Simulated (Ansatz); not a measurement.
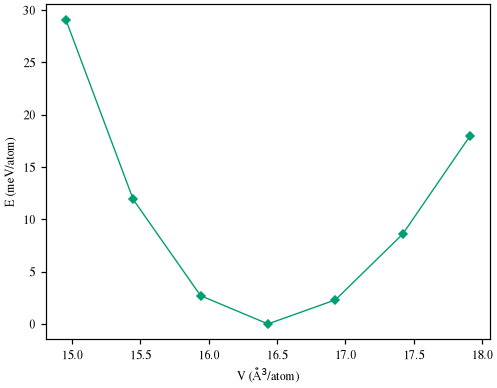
Figure: BaF2 in space group P6_3/mmc (No. 194; Ba on 2c, F on 2a, F on 2d) under volume change, DFT-PBEsol in the program Ansatz with PAW potentials, shape and atoms relaxed at each volume.

What does a third-order Birch–Murnaghan fit give for V₀, B₀ and B′?

V₀ = 16.43 Å³/atom, B₀ = 54.4 GPa, B′ = 6.9.

The workflow started from a Materials Project entry (that database holds measured and hypothetical structures alike); the Crystallography Open Database copy checked does not list it. It is not the phase usual at ambient conditions (space group No. 225). Symmetry was held in the PBEsol relaxation; its stability against distortions is not shown here. Scalar-relativistic: spin–orbit coupling is off unless named, which matters more the heavier the elements.

Potentials: the later of the program's two PAW sets.
